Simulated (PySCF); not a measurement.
SMILES O=Cc1ccc(O)cc1 (C7H6O2) at its GFN2-xTB optimised geometry (Å):

```
15

O      3.3302    -0.9701     0.0011
C      2.6293     0.0117     0.0000
C      1.1673     0.0117     0.0000
C      0.4503     1.2103     0.0000
C     -0.9259     1.2030     0.0008
C     -1.6168    -0.0102     0.0019
O     -2.9676     0.0280     0.0027
C     -0.9082    -1.2111     0.0011
C      0.4688    -1.1976     0.0003
H      3.0742     1.0277     0.0011
H      0.9833     2.1499    -0.0004
H     -1.4950     2.1189     0.0006
H     -3.3302    -0.8670     0.0045
H     -1.4464    -2.1499     0.0009
H      1.0328    -2.1181    -0.0001
```

Level of theory: CAM-B3LYP/def2-TZVP (PySCF). Cells within 0.4 Å of a nucleus heavier than hydrogen are left out (blank, or x).

Map of the electron localisation function on the plane z = 0.0 Å:

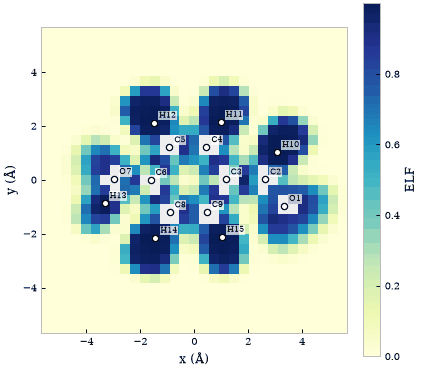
Figure. Electron localisation function on the plane z = 0.0 Å.
